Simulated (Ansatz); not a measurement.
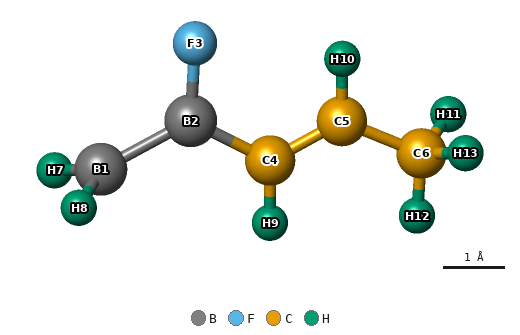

Figure 1. The structure as given in the input (ball-and-stick view, seen at a tilt; atoms are numbered from 1 in the order of the input).

## Run report: C₃H₇B₂F, geometry relaxation (part 1 of 2)

The run: geometry relaxation of C₃H₇B₂F, SMILES BB(F)C=CC. Method and program: RKS PBE0-D4/def2-TZVP (Ansatz 0.2.0).

The geometry: PBE-D4/def2-SVP start. Figures and captions count atoms from 1; the log counts them from 0 in places.

**Log**
```
Functional definition: PBE0
  name "PBE0"
  cite "Adamo & Barone, J. Chem. Phys. 110, 6158 (1999) doi:10.1063/1.478522"
  cite "Perdew, Burke & Ernzerhof, Phys. Rev. Lett. 77, 3865 (1996) doi:10.1103/PhysRevLett.77.3865"
  parent pbe
  parameter a = 0.25
  parameter kappa = 0.804
  parameter beta = 0.06672455060314922
  exchange = (1 - a)*pbe_x(kappa = kappa, mu = beta*pi^2/3) + a*exact_x
  correlation = pbe_c(beta = beta)
1342 factors; their error is unknown
mean field evaluation 1: about -7280.9649 eV, gradient 5.8e1 eV
mean field evaluation 2: about -7279.3547 eV, gradient 6.3e1 eV
mean field evaluation 4: about -7288.6748 eV, gradient 4.3e0 eV
mean field evaluation 8: about -7288.7187 eV, gradient 6.5e-2 eV
mean field evaluation 16: about -7288.7129 eV, gradient 1.4e-4 eV
mean field -7288.71292782 eV, -267.8552596302 hartree, gradient 2.5e-5 eV, S^2 0.000000; 0 other end points of the search recorded, 0 dependent functions left out
the calculation of the forces begins
reference -7288.71296595 eV, -267.8552610316 hartree; 22, 22 occupied and 206, 206 virtual orbitals, 1342 factors
relax step   1: F+E_penalty+E_count = -7288.90253379 eV  Δ(F+E_penalty+E_count) = +0.000e0 eV  max|allowed force component| = 7.064e-1 eV/Å  Δτ_max = 0.0000 Å  (29 SCF iters, accepted)
these checks for a lower state are left out or cut short: starts, cluster_reference, orbital_swaps, neighbouring_geometries, increment
1342 factors; their error is unknown
mean field -7288.76453481 eV, -267.8571561524 hartree, gradient 1.7e-5 eV, S^2 0.000000; 0 other end points of the search recorded, 0 dependent functions left out
[... from here on the field's lines of each further geometry are left out, up to the last ...]
relax step   2: F+E_penalty+E_count = -7288.95524276 eV  Δ(F+E_penalty+E_count) = -5.271e-2 eV  max|allowed force component| = 1.877e-1 eV/Å  Δτ_max = 0.0329 Å  (33 SCF iters, accepted)
relax step   3: F+E_penalty+E_count = -7288.95861887 eV  Δ(F+E_penalty+E_count) = -3.376e-3 eV  max|allowed force component| = 1.347e-1 eV/Å  Δτ_max = 0.0181 Å  (33 SCF iters, accepted)
relax step   4: F+E_penalty+E_count = -7288.95958545 eV  Δ(F+E_penalty+E_count) = -9.666e-4 eV  max|allowed force component| = 5.395e-2 eV/Å  Δτ_max = 0.0119 Å  (33 SCF iters, accepted)
relax step   5: F+E_penalty+E_count = -7288.95980304 eV  Δ(F+E_penalty+E_count) = -2.176e-4 eV  max|allowed force component| = 1.898e-2 eV/Å  Δτ_max = 0.0058 Å  (33 SCF iters, accepted)
relax step   6: F+E_penalty+E_count = -7288.95984917 eV  Δ(F+E_penalty+E_count) = -4.613e-5 eV  max|allowed force component| = 4.707e-3 eV/Å  Δτ_max = 0.0020 Å  (34 SCF iters, accepted)
relax step   7: F+E_penalty+E_count = -7288.95987639 eV  Δ(F+E_penalty+E_count) = -2.722e-5 eV  max|allowed force component| = 6.525e-3 eV/Å  Δτ_max = 0.0029 Å  (34 SCF iters, accepted)
relax step   8: F+E_penalty+E_count = -7288.95995587 eV  Δ(F+E_penalty+E_count) = -7.948e-5 eV  max|allowed force component| = 1.448e-2 eV/Å  Δτ_max = 0.0132 Å  (33 SCF iters, accepted)
relax step   9: F+E_penalty+E_count = -7288.95999481 eV  Δ(F+E_penalty+E_count) = -3.893e-5 eV  max|allowed force component| = 1.393e-2 eV/Å  Δτ_max = 0.0087 Å  (33 SCF iters, accepted)
relax step  10: F+E_penalty+E_count = -7288.96003006 eV  Δ(F+E_penalty+E_count) = -3.525e-5 eV  max|allowed force component| = 7.820e-3 eV/Å  Δτ_max = 0.0083 Å  (33 SCF iters, accepted)
relax step  11: F+E_penalty+E_count = -7288.96005097 eV  Δ(F+E_penalty+E_count) = -2.091e-5 eV  max|allowed force component| = 7.405e-3 eV/Å  Δτ_max = 0.0060 Å  (33 SCF iters, accepted)
relax step  12: F+E_penalty+E_count = -7288.96005878 eV  Δ(F+E_penalty+E_count) = -7.816e-6 eV  max|allowed force component| = 1.264e-2 eV/Å  Δτ_max = 0.0050 Å  (34 SCF iters, accepted)
relax step  13: F+E_penalty+E_count = -7288.96003470 eV  Δ(F+E_penalty+E_count) = +2.409e-5 eV  max|allowed force component| = 1.634e-2 eV/Å  Δτ_max = 0.0077 Å  (33 SCF iters, rejected (line search))
relax step  14: F+E_penalty+E_count = -7288.96006405 eV  Δ(F+E_penalty+E_count) = -5.266e-6 eV  max|allowed force component| = 5.762e-3 eV/Å  Δτ_max = 0.0016 Å  (34 SCF iters, accepted)
the calculation of the forces begins
reference -7288.76912349 eV, -267.8573247831 hartree; 22, 22 occupied and 206, 206 virtual orbitals, 1342 factors
relax step  15: F+E_penalty+E_count = -7288.96006450 eV  Δ(F+E_penalty+E_count) = -4.542e-7 eV  max|allowed force component| = 1.513e-3 eV/Å  Δτ_max = 0.0010 Å  (33 SCF iters, accepted)
1342 factors; their error is unknown
mean field evaluation 128: about -7288.7706 eV, gradient 1.4e0 eV
```

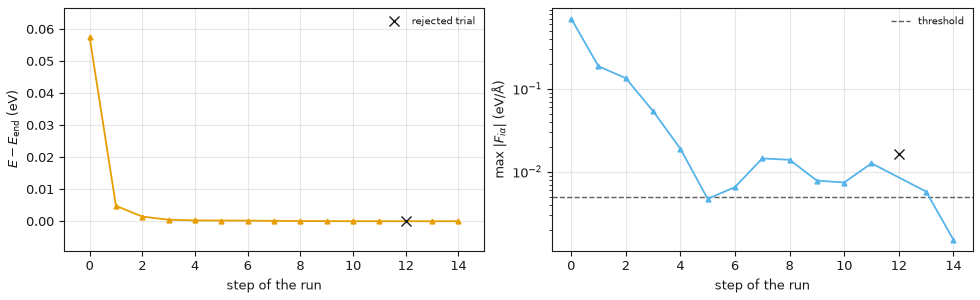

Figure 2. Progress of the relaxation, step by step (the first geometry is step 0 here and step 1 in the log).

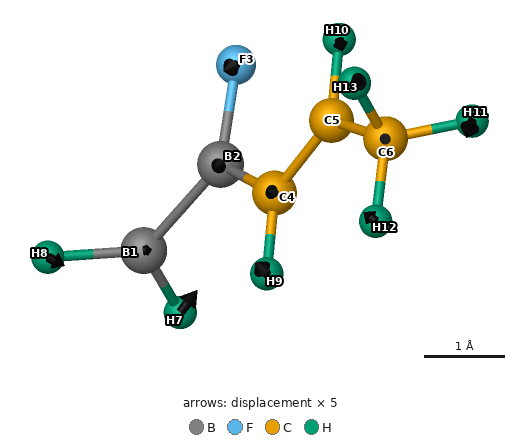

Figure 3. The starting structure with the displacements as black arrows, magnified 5 times (ball-and-stick view, seen at a tilt). The two geometries are laid on each other by the best rigid fit. The largest move after the best rigid fit is that of H7, 0.072 Å. Largest moves by element: H 0.072 Å, F 0.053 Å, B 0.038 Å, C 0.033 Å. Among the contacts that change: B1–H7 1.221 → 1.199 Å, C4–C5 1.358 → 1.339 Å, C6–H11 1.113 → 1.095 Å, C4–H9 1.107 → 1.090 Å. Over 14 geometry steps the energy falls by 0.058 eV. The largest force component goes from 0.71 to 0.0015 eV/Å. The line search rejected the trial step at point 12 (counted from 0) and went back. (Atoms are counted from 1 in the order of the input.)

```
mean field -7288.76908566 eV, -267.8573233928 hartree, gradient 1.4e-5 eV, S^2 0.000000; 1 other end points of the search recorded, 0 dependent functions left out
the calculation of the forces begins
reference -7288.76912349 eV, -267.8573247831 hartree; 22, 22 occupied and 206, 206 virtual orbitals, 1342 factors
Total energy: -7288.96010234 eV, -267.8643431262 hartree
Atom 0 at    -0.214639    -2.941665    -0.260682 Å, force    -0.000169     0.000114    -0.000306 eV/Å
Atom 1 at     0.483512    -1.409632    -0.324860 Å, force     0.000429     0.000864     0.001173 eV/Å
Atom 2 at     1.756331    -1.312262    -0.751628 Å, force     0.000350    -0.000085     0.000181 eV/Å
Atom 3 at    -0.235620    -0.099206     0.072717 Å, force     0.000079     0.001158     0.000108 eV/Å
Atom 4 at     0.375992     1.089320    -0.002297 Å, force    -0.000252    -0.001327    -0.000315 eV/Å
Atom 5 at    -0.219934     2.402330     0.351688 Å, force     0.000189    -0.000410     0.001513 eV/Å
Atom 6 at    -0.163309    -3.625748     0.723246 Å, force     0.000287     0.000155     0.000032 eV/Å
Atom 7 at    -0.818627    -3.406627    -1.186820 Å, force    -0.000282    -0.000190    -0.000028 eV/Å
Atom 8 at    -1.266570    -0.117123     0.425486 Å, force    -0.000414     0.000011    -0.000991 eV/Å
Atom 9 at     1.407073     1.113320    -0.353761 Å, force    -0.000539    -0.000362    -0.001350 eV/Å
Atom 10 at     0.366683     2.891256     1.136593 Å, force    -0.000250     0.000655     0.000094 eV/Å
Atom 11 at    -1.250646     2.302954     0.694961 Å, force     0.000159    -0.000339     0.000016 eV/Å
Atom 12 at    -0.199747     3.078185    -0.509744 Å, force     0.000411    -0.000246    -0.000127 eV/Å
Dipole moment:    -0.194385     0.351263     0.106922 e Å
```

**Trajectory as extended XYZ (Å, eV, eV/Å), 15 frames, from step=1 to step=15**
```
13
Properties=species:S:1:pos:R:3:forces:R:3 step=1 energy=-7288.90253
B    -0.2216   -2.9566   -0.2747   -0.1067  -0.3266  -0.0083
B     0.5127   -1.4292   -0.3111    0.1922   0.1957  -0.0502
F     1.8014   -1.3244   -0.7259   -0.5154  -0.0632   0.1638
C    -0.2192   -0.1150    0.0973    0.1001   0.7064   0.0319
C     0.3790    1.1005   -0.0026   -0.0143  -0.6471  -0.0529
C    -0.2277    2.4200    0.3477   -0.1046   0.2843   0.0587
H    -0.2236   -3.6648    0.7199    0.0141   0.3021  -0.3711
H    -0.8210   -3.4145   -1.2351    0.2327   0.2064   0.3625
H    -1.2597   -0.1431    0.4737    0.5246   0.0203  -0.1926
H     1.4193    1.1323   -0.3811   -0.5567  -0.0202   0.2027
H     0.3841    2.9446    1.1150   -0.2940  -0.3027  -0.3665
H    -1.2634    2.3204    0.7290    0.5249   0.0174  -0.1965
H    -0.2399    3.0951   -0.5370    0.0033  -0.3726   0.4186
13
Properties=species:S:1:pos:R:3:forces:R:3 step=2 energy=-7288.95524
B    -0.2166   -2.9418   -0.2737   -0.0920  -0.0709   0.0118
B     0.5032   -1.4167   -0.3103    0.1218   0.0497  -0.0165
F     1.7852   -1.3170   -0.7222   -0.1877  -0.0144   0.0544
C    -0.2196   -0.1073    0.0962   -0.0162   0.1550   0.0094
C     0.3783    1.0911   -0.0024    0.0312  -0.1687  -0.0332
C    -0.2262    2.4035    0.3460   -0.0235   0.1134   0.0212
H    -0.2165   -3.6333    0.7137    0.0241   0.0765  -0.1169
H    -0.8138   -3.3879   -1.2212    0.0841   0.0440   0.1013
H    -1.2494   -0.1301    0.4661    0.1476  -0.0063  -0.0535
H     1.4065    1.1198   -0.3758   -0.1507   0.0092   0.0603
H     0.3778    2.9171    1.1087   -0.0896  -0.0829  -0.1108
H    -1.2505    2.2995    0.7205    0.1480   0.0015  -0.0559
H    -0.2379    3.0682   -0.5307    0.0028  -0.1061   0.1285
13
Properties=species:S:1:pos:R:3:forces:R:3 step=3 energy=-7288.95862
B    -0.2277   -2.9328   -0.2676    0.1347  -0.0721  -0.0249
B     0.4955   -1.4124   -0.3046   -0.0483   0.0433  -0.0461
F     1.7706   -1.3162   -0.7253   -0.0252  -0.0264   0.0241
C    -0.2239   -0.1027    0.0936    0.0121  -0.0017   0.0241
C     0.3770    1.0891   -0.0042    0.0145   0.0028   0.0187
C    -0.2237    2.4005    0.3450   -0.0008   0.0041  -0.0069
H    -0.1999   -3.6315    0.7067   -0.0357   0.0106   0.0179
H    -0.8014   -3.3877   -1.2174   -0.0386   0.0204   0.0085
H    -1.2485   -0.1234    0.4630   -0.0190  -0.0031  -0.0041
H     1.4026    1.1159   -0.3697    0.0118   0.0070  -0.0141
H     0.3758    2.9074    1.1078    0.0096   0.0051   0.0113
H    -1.2444    2.2958    0.7139   -0.0158  -0.0022   0.0043
H    -0.2316    3.0633   -0.5262    0.0007   0.0122  -0.0127
13
Properties=species:S:1:pos:R:3:forces:R:3 step=4 energy=-7288.95958
B    -0.2177   -2.9382   -0.2712   -0.0249   0.0147  -0.0123
B     0.4924   -1.4115   -0.3119    0.0184  -0.0057   0.0540
F     1.7709   -1.3159   -0.7199    0.0129   0.0019  -0.0226
C    -0.2242   -0.1027    0.0944   -0.0184  -0.0108  -0.0236
C     0.3776    1.0888   -0.0015   -0.0005   0.0056  -0.0177
C    -0.2231    2.4008    0.3462    0.0031  -0.0069   0.0060
H    -0.2017   -3.6286    0.7089    0.0126  -0.0039   0.0070
H    -0.8060   -3.3876   -1.2143   -0.0035  -0.0154  -0.0113
H    -1.2505   -0.1231    0.4588   -0.0152  -0.0019   0.0114
H     1.4012    1.1164   -0.3725    0.0215   0.0021   0.0035
H     0.3766    2.9082    1.1082    0.0102   0.0105   0.0154
H    -1.2436    2.2960    0.7155   -0.0185  -0.0008   0.0065
H    -0.2314    3.0625   -0.5257    0.0021   0.0106  -0.0162
13
Properties=species:S:1:pos:R:3:forces:R:3 step=5 energy=-7288.95980
B    -0.2178   -2.9388   -0.2705   -0.0129   0.0027   0.0104
B     0.4938   -1.4123   -0.3084   -0.0020   0.0062  -0.0190
F     1.7697   -1.3156   -0.7256    0.0017  -0.0011   0.0049
C    -0.2251   -0.1027    0.0927   -0.0035   0.0019   0.0085
C     0.3771    1.0892   -0.0031    0.0076  -0.0094   0.0049
C    -0.2233    2.4014    0.3459   -0.0020   0.0038  -0.0010
H    -0.2008   -3.6299    0.7097    0.0073  -0.0033  -0.0018
H    -0.8062   -3.3888   -1.2141    0.0050  -0.0012   0.0003
H    -1.2511   -0.1234    0.4596   -0.0005  -0.0006  -0.0046
H     1.4029    1.1164   -0.3695   -0.0019   0.0022  -0.0023
H     0.3759    2.9075    1.1101   -0.0001  -0.0016   0.0003
H    -1.2451    2.2972    0.7135    0.0003   0.0001  -0.0010
H    -0.2294    3.0648   -0.5254    0.0010   0.0002   0.0006
```
